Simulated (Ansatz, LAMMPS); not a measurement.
## Liquid (Cs,Li)F at 900 K (112 atoms): a single point

What does DFT give for liquid (Cs,Li)F at 900 K (112 atoms) as built?

Calculated with Ansatz 0.2.0; Kohn-Sham DFT, PBEsol, PAW (set soft_2), plane waves.

**1. The starting structure**

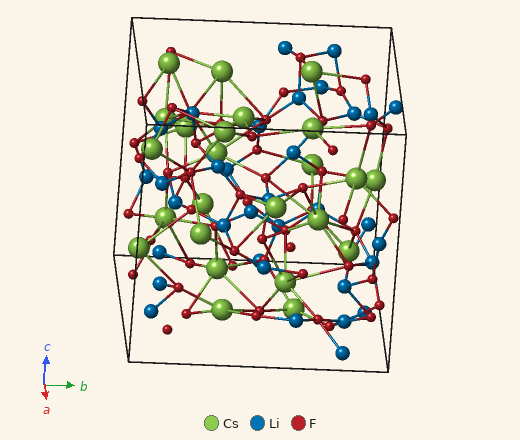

The starting structure, seen slightly off an axis (caesium green, lithium blue, fluorine red). Bonds to atoms that aren't drawn are left out. Some periodic images of atoms are drawn too.

The cell holds 112 atoms: 22 Cs, 34 Li and 56 F. Its edges and angles: a = 13.151 Å, b = 13.151 Å, c = 13.151 Å, α = 90.0°, β = 90.0°, γ = 90.0°. 112 atoms (22 Cs, 34 Li, 56 F) placed at random at 2.94 g/cm³, melted at 1600 K for 10 ps at fixed volume with the Lennard-Jones and Coulomb ion parameters for SPC/E (Joung and Cheatham, J. Phys. Chem. B 112, 9020 (2008)), full charges. Snapshot at the end of a hold of 15 ps at 900 K and zero pressure.

What the set-up can't give: The starting topology of bonds comes from the classical model, and needn't be the one that DFT or experiment would give. The ion parameters were fitted for water, not for melts, so the density of this cell may lie well off the real melt's. The Brillouin zone is sampled at Γ only, in a cell whose shortest periodic width is 13 Å. No spin–orbit coupling is included, so levels derived from the heavy atoms are approximate.

**2. The classical run that made the cell**

A classical potential supplies the starting structure, since it reaches far longer times than DFT.

This step: classical MD, Lennard-Jones and Coulomb ion parameters for SPC/E (Joung and Cheatham, J. Phys. Chem. B 112, 9020 (2008)), full charges (LAMMPS 22 Jul 2025 - Update 4).

The input, in.lmp:

```
# melt-quench of Cs22Li34F56
units metal
atom_style charge
boundary p p p
region box block 0 13.3664 0 13.3664 0 13.3664
create_box 3 box
mass 1 132.9055   # Cs
mass 2 6.9400   # Li
mass 3 18.9984   # F
create_atoms 1 random 22 760051 NULL overlap 2.0 maxtry 2000
create_atoms 2 random 34 760058 NULL overlap 2.0 maxtry 2000
create_atoms 3 random 56 760065 NULL overlap 2.0 maxtry 2000
pair_style lj/cut/coul/long 9.0
pair_modify mix arithmetic tail yes
pair_coeff 1 1 0.003897 3.6010   # Cs
pair_coeff 2 2 0.014602 1.4094   # Li
pair_coeff 3 3 0.000321 4.0215   # F
set type 1 charge 1
set type 2 charge 1
set type 3 charge -1
kspace_style pppm 1.0e-4
neigh_modify delay 0 every 1 check yes
thermo_style custom step time temp pe press density
thermo_modify norm yes
timestep 0.002
thermo 100
min_style cg
minimize 1e-4 1e-4 200 2000
reset_timestep 0
velocity all create 1600 760052 mom yes dist gaussian
fix lim all nve/limit 0.05
fix lan all langevin 1600 1600 0.2 760053 zero yes
thermo 500
run 1000 post no
# [... 34 lines left out ...]
compute msd all msd com yes
thermo 1875
fix md all npt temp 900 900 0.2 iso 0 0 2
run 7500 post no
print "== T900: mean square displacement over the hold $(c_msd[4]:%.2f) A^2"
unfix md
uncompute msd
write_dump all custom T900.dump id type xs ys zs modify sort id
```

Run with:

```sh
lmp -in in.lmp -log none -nocite
```

Numbers of over 12 decimals in the logs are rounded to 6 here.

The log of the run:

```text
LAMMPS (22 Jul 2025 - Update 4)
Created orthogonal box = (0 0 0) to (13.3664 13.3664 13.3664)
Created 22 atoms
Created 34 atoms
Created 56 atoms
PPPM initialization ...
  G vector (1/distance) = 0.31721201
  grid = 10 10 10
  estimated relative force accuracy = 5.8921855e-05
   Step          Time           Temp          PotEng         Press         Density
         0   0              0              0.19363269     454305.53      2.9370285
        79   0.158          0             -4.6666022     -10600.669      2.9370285
Loop time of 0.249523 s on 1 MPI rank(s) for 79 steps with 112 atoms
Minimization stats:
  Stopping criterion = energy tolerance
  Energy initial, next-to-last, final =
     0.193632694136435  -4.66615387272319  -4.66660216559198
  Force two-norm initial, final = 204.26217 0.78197899
  Iterations, force evaluations = 79 105
   Step          Time           Temp          PotEng         Press         Density
         0   0              1600          -4.6666022     -332.7289       2.9370285
       500   1              1165.9437     -4.5421416      16538.545      2.9370285
      1000   2              1062.2968     -4.5536622      10043.759      2.9370285
Loop time of 0.594157 s on 1 MPI rank(s) for 1000 steps with 112 atoms
   Step          Time           Temp          PotEng         Press         Density
[... 9 lines left out ...]
   Step          Time           Temp          PotEng         Press         Density
[... 5 lines left out ...]
Loop time of 1.68648 s on 1 MPI rank(s) for 2500 steps with 112 atoms
   Step          Time           Temp          PotEng         Press         Density
[... 6 lines left out ...]
Loop time of 9.72504 s on 1 MPI rank(s) for 7500 steps with 112 atoms
== T1300: mean square displacement over the hold 40.68 A^2
   Step          Time           Temp          PotEng         Press         Density
[... 5 lines left out ...]
Loop time of 3.56442 s on 1 MPI rank(s) for 2500 steps with 112 atoms
   Step          Time           Temp          PotEng         Press         Density
[... 6 lines left out ...]
Loop time of 13.1508 s on 1 MPI rank(s) for 7500 steps with 112 atoms
== T1000: mean square displacement over the hold 13.59 A^2
   Step          Time           Temp          PotEng         Press         Density
[... 5 lines left out ...]
Loop time of 4.25468 s on 1 MPI rank(s) for 2500 steps with 112 atoms
   Step          Time           Temp          PotEng         Press         Density
[... 2 lines left out ...]
     31875   63.75          900.33912     -4.6325126     -1183.4091      3.1200684
     33750   67.5           955.04884     -4.6070278     -4430.8763      2.9558001
     35625   71.25          1017.6517     -4.6120677     -406.7189       3.0709994
     36000   72             848.23524     -4.6177192     -2200.218       3.083738
Loop time of 11.2114 s on 1 MPI rank(s) for 7500 steps with 112 atoms
== T900: mean square displacement over the hold 7.18 A^2
```

It took 48 s on 1 thread of Intel Xeon at 2.80GHz (Skylake/Cascade Lake), shared host; peak memory 0.35 GiB.

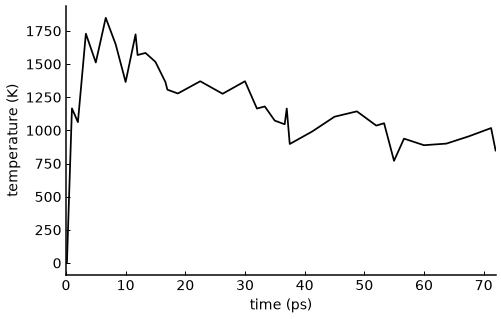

Temperature, plotted against time.

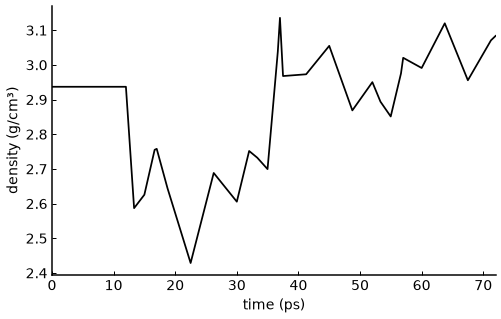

Density against time.

**3. Plane-wave single point**

One self-consistent run at the given positions yields energy and forces.

The input, input.yaml:

```yaml
crystal:
  lattice:
    - [13.15098, 0.0, 0.0]
    - [0.0, 13.15098, 0.0]
    - [0.0, 0.0, 13.15098]
  atoms:
    - { symbol: Cs, position: [0.32982, 0.15839, 0.31234] }
    - { symbol: Cs, position: [0.66083, 0.60833, 0.21148] }
    - { symbol: Cs, position: [0.44494, 0.6678, 0.0018] }
    - { symbol: Cs, position: [0.77933, 0.659, 0.91291] }
    - { symbol: Cs, position: [0.3378, 0.12624, 0.9659] }
    - { symbol: Cs, position: [0.528, 0.41196, 0.83522] }
    - { symbol: Cs, position: [0.76223, 0.84231, 0.70244] }
    - { symbol: Cs, position: [0.01365, 0.32547, 0.23578] }
    - { symbol: Cs, position: [0.44247, 0.36149, 0.15919] }
    - { symbol: Cs, position: [0.73854, 0.02941, 0.36448] }
    - { symbol: Cs, position: [0.07185, 0.7301, 0.44474] }
    - { symbol: Cs, position: [0.99988, 0.2401, 0.55022] }
    - { symbol: Cs, position: [0.97394, 0.02978, 0.8866] }
    - { symbol: Cs, position: [0.40632, 0.94563, 0.53906] }
    - { symbol: Cs, position: [0.72678, 0.36798, 0.11341] }
    - { symbol: Cs, position: [0.40704, 0.3286, 0.62842] }
    - { symbol: Cs, position: [0.94742, 0.3063, 0.9596] }
    - { symbol: Cs, position: [0.91554, 0.52784, 0.63575] }
    - { symbol: Cs, position: [0.28681, 0.87569, 0.18421] }
    - { symbol: Cs, position: [0.62157, 0.72052, 0.46057] }
    - { symbol: Cs, position: [0.20796, 0.34393, 0.88195] }
    - { symbol: Cs, position: [0.21471, 0.13977, 0.67698] }
    - { symbol: Li, position: [0.26401, 0.64222, 0.80788] }
    - { symbol: Li, position: [0.44867, 0.47478, 0.40503] }
    - { symbol: Li, position: [0.5245, 0.17478, 0.4655] }
    - { symbol: Li, position: [0.74243, 0.83906, 0.09105] }
    - { symbol: Li, position: [0.70811, 0.97859, 0.98323] }
    - { symbol: Li, position: [0.18641, 0.54597, 0.084] }
    - { symbol: Li, position: [0.42023, 0.62344, 0.64822] }
    - { symbol: Li, position: [0.75633, 0.09883, 0.64554] }
    - { symbol: Li, position: [0.75986, 0.30812, 0.72844] }
    - { symbol: Li, position: [0.47874, 0.90429, 0.84717] }
    - { symbol: Li, position: [0.51978, 0.93498, 0.03189] }
    - { symbol: Li, position: [0.56078, 0.94531, 0.26284] }
    - { symbol: Li, position: [0.30949, 0.85541, 0.77268] }
    - { symbol: Li, position: [0.94944, 0.82367, 0.05051] }
    - { symbol: Li, position: [0.07446, 0.59091, 0.93147] }
    - { symbol: Li, position: [0.6001, 0.1326, 0.1556] }
    - { symbol: Li, position: [0.39547, 0.73515, 0.40178] }
    - { symbol: Li, position: [0.05319, 0.74312, 0.76352] }
    - { symbol: Li, position: [0.87596, 0.50327, 0.36397] }
    - { symbol: Li, position: [0.08923, 0.09453, 0.37427] }
    - { symbol: Li, position: [0.18227, 0.50641, 0.64752] }
    - { symbol: Li, position: [0.12728, 0.77651, 0.95081] }
    - { symbol: Li, position: [0.94601, 0.63567, 0.17784] }
    - { symbol: Li, position: [0.8482, 0.82052, 0.28567] }
    - { symbol: Li, position: [0.74786, 0.34804, 0.47651] }
    - { symbol: Li, position: [0.52157, 0.09783, 0.77395] }
    - { symbol: Li, position: [0.19604, 0.39092, 0.46598] }
    - { symbol: Li, position: [0.98331, 0.9296, 0.52987] }
    - { symbol: Li, position: [0.82139, 0.08738, 0.13672] }
    - { symbol: Li, position: [0.31323, 0.59671, 0.28885] }
    - { symbol: Li, position: [0.68849, 0.2006, 0.91543] }
    - { symbol: Li, position: [0.67237, 0.51999, 0.55758] }
    - { symbol: Li, position: [0.14331, 0.16228, 0.08359] }
    - { symbol: Li, position: [0.03169, 0.96625, 0.18568] }
    - { symbol: F, position: [0.82892, 0.99048, 0.5714] }
    - { symbol: F, position: [0.08677, 0.89059, 0.05938] }
    - { symbol: F, position: [0.57848, 0.52521, 0.04734] }
    - { symbol: F, position: [0.79899, 0.11033, 0.98488] }
    - { symbol: F, position: [0.74403, 0.1927, 0.20628] }
    - { symbol: F, position: [0.6392, 0.22614, 0.76873] }
    - { symbol: F, position: [0.49688, 0.33863, 0.36012] }
    - { symbol: F, position: [0.99632, 0.78313, 0.63154] }
    - { symbol: F, position: [0.37649, 0.1506, 0.5233] }
    - { symbol: F, position: [0.39235, 0.88195, 0.9553] }
    - { symbol: F, position: [0.54982, 0.08847, 0.31383] }
    - { symbol: F, position: [0.85498, 0.1962, 0.74209] }
    - { symbol: F, position: [0.73465, 0.64171, 0.6419] }
    - { symbol: F, position: [0.51247, 0.51618, 0.57767] }
    - { symbol: F, position: [0.68027, 0.22611, 0.50721] }
    - { symbol: F, position: [0.6282, 0.01527, 0.69131] }
    - { symbol: F, position: [0.58062, 0.24486, 0.02451] }
    - { symbol: F, position: [0.17512, 0.80945, 0.80493] }
    - { symbol: F, position: [0.10303, 0.59611, 0.75799] }
    - { symbol: F, position: [0.68666, 0.84495, 0.30023] }
    - { symbol: F, position: [0.29503, 0.4722, 0.37734] }
    - { symbol: F, position: [0.10042, 0.51126, 0.51098] }
    [... 28 atom lines left out ...]
    - { symbol: F, position: [0.84844, 0.93106, 0.16132] }
    - { symbol: F, position: [0.83497, 0.72937, 0.13629] }
    - { symbol: F, position: [0.81447, 0.87816, 0.95079] }
    - { symbol: F, position: [0.05797, 0.67148, 0.08877] }
    - { symbol: F, position: [0.79935, 0.42587, 0.87787] }
    - { symbol: F, position: [0.12379, 0.24091, 0.39182] }
kpoints:
  mp_grid: { grid: [1, 1, 1] }
hamiltonian:
  xc: pbesol
scf:
  occupations: { method: fermi_dirac, width: 0.05 }
output:
  forces: true
  stress: true
  populations: intrinsic
  dos:
    method: { smearing: { sigma: 0.08 } }
    de: 0.1
    projected: { site_lists: { Cs: [Cs], F: [F], Li: [Li] } }
  eigenvalues: true
  write_density: true
  write_potential: true
  volumetric_format: npy
```

Run with:

```sh
ansatz run input.yaml --threads 8 --pin off --max-ram 15872MiB --backend cpu --events-out ev --progress --plain --runs-dir out
```

The log of the run:

```text
Engine: ansatz 0.2.0, x86_64-unknown-linux-gnu
Pseudopotentials: kind: paw
Pseudopotential: Cs, paw, valence charge 9, recommended cutoff 420 eV (normal), Cs.paw.azcp
Pseudopotential: Li, paw, valence charge 3, recommended cutoff 420 eV (normal), Li.paw.azcp
Pseudopotential: F, paw, valence charge 7, recommended cutoff 420 eV (normal), F.paw.azcp
[... 3 lines on functional and potentials left out ...]
Crystal: 112 atoms, lattice volume = 2274.439 Å³
Basis set: ecut = 420 eV, 44299 PW (Γ), exchange–correlation on 180×180×180 points (8 copies of the dense FFT grid, shifted against one another)
Bands: 458, of which v1, the nominal top of the filled ones, is band 346 counted from 1 (345 counted from 0)
Symmetry: 1 space group operations
Space group: P1 (ITA 1), of the structure as read, at distance tolerance 1.3e-4 Å
k-points: 1
[... 9 lines on functional and potentials left out ...]
Initial density: superposition of atomic densities (neutral atoms: chi_scale 0, normalization atom), corrected by the library's trained network
Initial wavefunctions: pseudopotential atomic-orbital guess
Functional: x = pbesol(κ = 0.804, μ = 0.123457), c = pbesol(β = 0.046)
SCF iter   1: F=—  HF=-174750.325836 eV  |F-HF|=—  |Δ(HF+E_count)|=         —  Δρ=8.95e-3  dr2=1.20e0  ethr=1.77e-3  ⟨swp⟩=6.0  Hψ=2007  notcnv=0  defer=90
preconditioner: auto → Resta (q_TF=auto, 2.238 Å⁻¹)  ε∞=2.8  [insulator: Δε(μ)=4.390 eV  Ē_g=14.392 eV  σ=0.050 eV  W_gap=1.00  n_scr=436 (ndim 8)  ℏωp=19.4 eV  f_vac=0.178  D(μ)=0.00/eV (n_scr^D=0)  ε∞_Penn≈2.8]
SCF iter   2: F=—  HF=-174750.018610 eV  |F-HF|=—  |Δ(HF+E_count)|=   3.07e-1  Δρ=2.76e-3  dr2=9.59e-2  ethr=1.73e-4  ⟨swp⟩=2.0  Hψ=842  notcnv=0  defer=108
SCF iter   3: F=—  HF=-174749.996348 eV  |F-HF|=—  |Δ(HF+E_count)|=   2.23e-2  Δρ=5.89e-4  dr2=1.22e-2  ethr=1.39e-5  ⟨swp⟩=2.0  Hψ=652  notcnv=0  defer=108
SCF iter   4: F=—  HF=-174749.997567 eV  |F-HF|=—  |Δ(HF+E_count)|=   1.22e-3  Δρ=3.01e-4  dr2=1.96e-3  ethr=1.77e-6  ⟨swp⟩=2.0  Hψ=700  notcnv=0  defer=108
SCF iter   5: F=—  HF=-174749.997681 eV  |F-HF|=—  |Δ(HF+E_count)|=   1.15e-4  Δρ=1.46e-4  dr2=4.69e-4  ethr=2.83e-7  ⟨swp⟩=2.0  Hψ=659  notcnv=0  defer=108
SCF iter   6: F=—  HF=-174749.997771 eV  |F-HF|=—  |Δ(HF+E_count)|=   8.96e-5  Δρ=3.47e-5  dr2=3.33e-5  ethr=6.78e-8  ⟨swp⟩=2.0  Hψ=616  notcnv=0  defer=108
SCF iter   7: F=—  HF=-174749.998135 eV  |F-HF|=—  |Δ(HF+E_count)|=   3.64e-4  Δρ=3.09e-5  dr2=1.51e-5  ethr=4.81e-9  ⟨swp⟩=2.0  Hψ=804  notcnv=0  defer=108
SCF iter   8: F=—  HF=-174749.998136 eV  |F-HF|=—  |Δ(HF+E_count)|=   1.52e-6  Δρ=4.48e-6  dr2=5.97e-7  ethr=2.18e-9  ⟨swp⟩=2.0  Hψ=659  notcnv=0  defer=108
SCF iter   9: F=—  HF=-174749.998137 eV  |F-HF|=—  |Δ(HF+E_count)|=   1.16e-6  Δρ=2.56e-6  dr2=1.29e-7  ethr=1.45e-11  ⟨swp⟩=20.0  Hψ=4048  notcnv=0
SCF iter  10: F=-174749.998137 eV  HF=-174749.998137 eV  |F-HF|=8.73e-9  |Δ(HF+E_count)|=   1.17e-7  Δρ=1.87e-6  dr2=5.52e-8  ethr=1.45e-11  ⟨swp⟩=8.0  Hψ=2638  notcnv=0
SCF 1 converged in 10 iterations: F = -174749.998137 eV  dr2 = 5.52e-8
  greatest PAW one-centre occupation: 1.000 electrons in one spin orbital (limit 2), on the Li atom at site 51 (counted from 0), in its partial waves of l = 0
SCF converged after 10 iterations
Free energy (F): -174749.998137 eV
Harris-Foulkes:  -174749.998137 eV  (|F-HF|=8.73e-9)
Internal energy: -174749.998137 eV  (E = F + TS)
E sigma→0 (E₀):  -174749.998137 eV
Fermi energy:    3.021566 eV
--- Per-component energies (eV) ---
  E_band       = -6545.435745
  E_kinetic    = 15407.096110
  E_local      = -53371.288549  (includes V_loc(G=0)·N_el)
  E_nonlocal   = 3681.572282
  E_hartree    = 20622.107192
  E_xc         = -8597.203583
  E_vxc        = -8963.453217  (∫ρ·V_xc dr)
  E_paw        = -121132.941757  (= ΣΔE_a)
  E_vpaw       = -4543.687571  (= ΣTr[D̂ρ^β])
  E_aug_tail   = 0.113980  (compensation charges beyond the density's cutoff)
  E_ewald      = -31365.002120
  E_core_change = 5.548309  (= ΣΔE_core)
  E_smearing   = -0.000000  (= −TS)
  E_closure    = -0.000000  (closes the sum)
  Σ components = -174749.998137   (vs F -174749.998137, Δ=0.00e0)
--- Forces (eV/Å), atoms counted from 1 ---
  atom   1  Cs     0.22257092    -0.05825862    -0.21215349
  atom   2  Cs     0.17131730     0.48566464     0.40825081
  atom   3  Cs    -0.53201530     0.27913449    -0.15785147
  atom   4  Cs    -0.38425517    -0.38827849     0.22787018
  atom   5  Cs     0.93723729    -0.96203504     0.09977138
  atom   6  Cs     0.65473674     0.00928031     0.65342164
  atom   7  Cs     0.10872048     0.27467604     0.08730123
  atom   8  Cs     0.01501830     0.27184641     0.04346231
  atom   9  Cs    -0.11965195     0.47552661    -0.05460525
  atom  10  Cs     0.86795219     0.59915821     0.48344059
  atom  11  Cs     0.20209084    -0.41085992    -0.24017691
  atom  12  Cs    -0.85137099     0.21795544     0.59534355
  atom  13  Cs    -0.73336540    -0.57491140    -0.09847331
  atom  14  Cs     0.21824592    -0.14131918     0.00835971
[...]
atom 111  F     -0.22230560    -0.38264917    -0.13892354
  atom 112  F      0.47901520    -0.28721359    -0.00488936
  max |Σ_I F_I| component: 9.96e-5 eV/Å
--- Stress (GPa, compression-positive) ---
       -3.269871       0.028944       0.301686
        0.028945      -3.352059       0.310098
        0.301686       0.310098      -3.215024
  P = ⅓ Tr σ = -3.2790 GPa (-32.790 kbar)
--- Band table (eV) ---
  k-point 0: bands = ["-42.9924", "-42.5747", "-42.5538", "-42.3491", [... 442 levels ...], "10.0678", "10.1016", "10.1204", "10.1598", "10.1878", "10.2165", "10.2531", "10.2779", "10.2899", "10.3604", "10.3910", "10.4117"]
--- intrinsic populations: 112 sites ---
  site symbol       q [e]
     0     Cs      8.0788
     1     Cs      8.0802
     2     Cs      8.0685
[...]
111      F      7.8550
  spilling = -0.000000 (of n_electrons = 692.000000)
```

The job ended after 15 s (8 threads of Intel Xeon Platinum 8488C (Sapphire Rapids), shared host; peak memory 3.2 GiB).

The column dr2 measures how far the density is from self-consistency, as an energy; F and HF (Harris–Foulkes) agree once it is small.

Read from the output:

| Item | Value |
| --- | --- |
| free energy | -174749.9981 eV |
| free energy per atom | -1560.2678 eV/atom |
| SCF cycles | 10 |
| pressure | -3.279 GPa |
| r.m.s. force component | 0.3735 eV/Å |
| longest force | 1.509 eV/Å |
| Fermi energy | 3.022 eV |
| gap (highest filled to lowest empty level) | 4.656 eV |

Length of the force by element:

| element | coordination | atoms | mean length of the force (eV/Å) | spread | least | most |
| --- | --- | --- | --- | --- | --- | --- |
| Cs | all | 22 | 0.621 | 0.318 | 0.103 | 1.35 |
| F | all | 56 | 0.645 | 0.235 | 0.156 | 1.51 |
| Li | all | 34 | 0.494 | 0.204 | 0.134 | 1.10 |

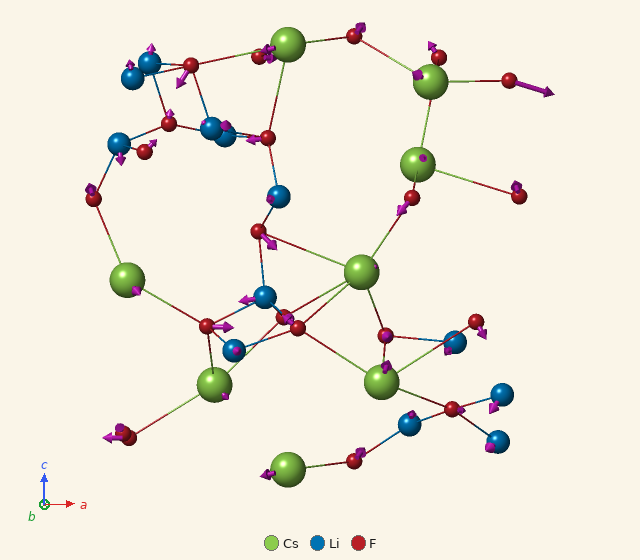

Forces as arrows; the longest in the cell is 1.51 eV/Å. Drawn is a slice 4 Å thick, seen along the normal of the ac plane. Bonds to atoms that aren't drawn are left out.

Intrinsic-atomic-orbital charges by element:

| element | coordination | atoms | mean charge (e) | spread | least | most |
| --- | --- | --- | --- | --- | --- | --- |
| Cs | all | 22 | 0.932 | 0.013 | 0.910 | 0.966 |
| F | all | 56 | -0.837 | 0.0211 | -0.897 | -0.794 |
| Li | all | 34 | 0.775 | 0.0131 | 0.749 | 0.798 |

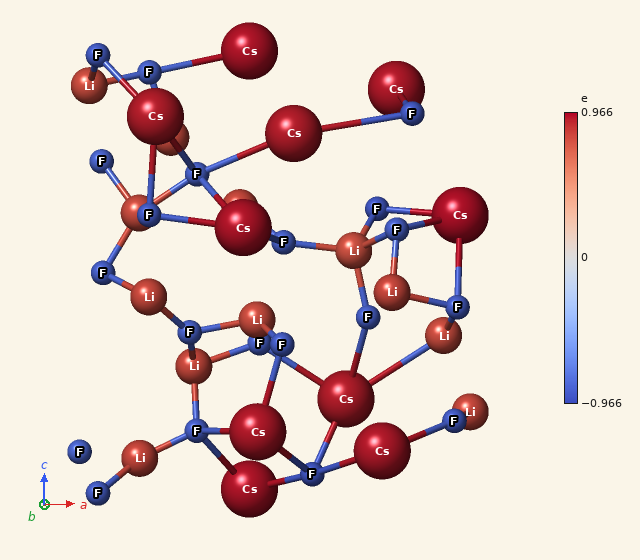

Atoms coloured by intrinsic-atomic-orbital charge. Drawn is a stretch of 12 Å of the 13 Å that the cell measures along a and a slice 5 Å thick, seen along the normal of the ac plane. Bonds to atoms that aren't drawn are left out.

States in the cell by windows of 1 eV, zero at the Fermi level; the larger projections on atomic orbitals stand beside the total:

| from (eV) | to (eV) | total | F p | Cs p |
| --- | --- | --- | --- | --- |
| -18 | -10 | 0.0 | 0.0 | 0.0 |
| -10 | -9 | 11.8 | 0.5 | 11.1 |
| -9 | -8 | 58.5 | 2.8 | 54.8 |
| -8 | -7 | 61.7 | 3.0 | 57.9 |
| -7 | -5 | 0.0 | 0.0 | 0.0 |
| -5 | -4 | 82.5 | 77.4 | 1.2 |
| -4 | -3 | 180.6 | 172.2 | 3.3 |
| -3 | -2 | 73.0 | 69.8 | 1.9 |
| -2 | 2 | 0.0 | 0.0 | 0.0 |
| 2 | 3 | 2.7 | 0.0 | 0.0 |
| 3 | 4 | 25.8 | 1.0 | 0.4 |
| 4 | 5 | 52.2 | 1.5 | 0.4 |

The curve was stored every 0.10 eV, coarse against its broadening of 0.08 eV, so these counts are rough.

Between -26 and -18 eV lie 156 more states.

The stored curve holds about 624 of the 692 electrons; the rest, give or take the few that broadening carries across the Fermi level, lie in deeper levels below its range.

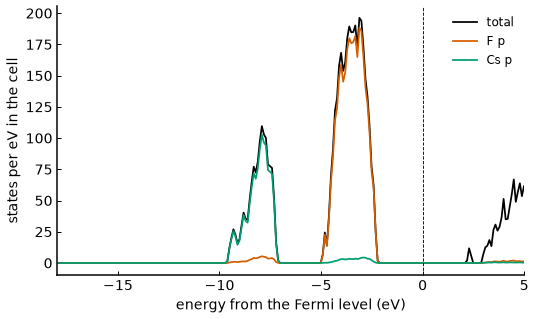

Total and projected density of states, with the broadening of the input.

The levels nearest the highest filled one (over half full), pooled over k-points and spins:

| level less the highest filled one (eV) | occupation |
| --- | --- |
| -0.160 | 2 |
| -0.105 | 2 |
| -0.0885 | 2 |
| -0.0564 | 2 |
| -0.0376 | 2 |
| 0 | 2 |
| 4.66 | 0 |
| 5.40 | 0 |
| 5.57 | 0 |
| 5.67 | 0 |
| 5.82 | 0 |
| 5.87 | 0 |

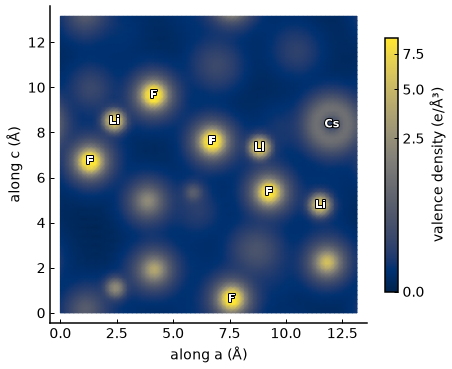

Valence density in the ac plane at fractional y = 0.516, with atoms of Cs and Li and F within 0.2 Å of it. It is the smooth field of the valence electrons, not physical close to the nuclei. The colour scale is stretched toward low values.

(Part 1 of 2 ends here.)

[Logs are printed without paths, hosts, clocks, repeated set-up lines and the standing remarks that a program may print on its own settings, such as how far it seeks lower states.]

[Hosts, paths, dates, database ids (printed as entryN), source tags and the programs' standing remarks are cut or masked in the printed files.]
